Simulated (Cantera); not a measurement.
Charge: 1 mol Pb, a varied amount of H₂S, 8.4 mol N₂, at 1325 °C and 140 Pa.

Cantera equilibrium calculation (NASA polynomials, part measured and part estimated; ideal gas, pure solids and liquids). Candidate condensed phases: Pb, PbS, S; 18 gas species. Kinetics and transport are ignored.

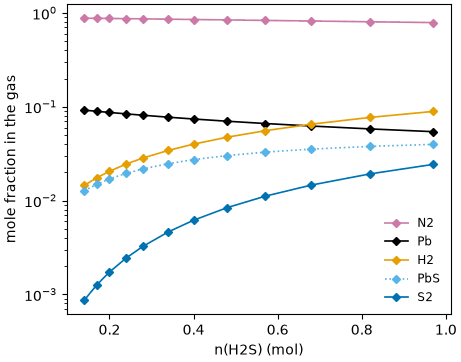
Figure: Equilibrium gas composition (values under 1e-9 drawn at 1e-9)

Read off the mole fractions at 0.97 mol H₂S.

N₂ about 0.79, H₂ about 0.089, Pb about 0.054, PbS about 0.040, S₂ about 0.024.
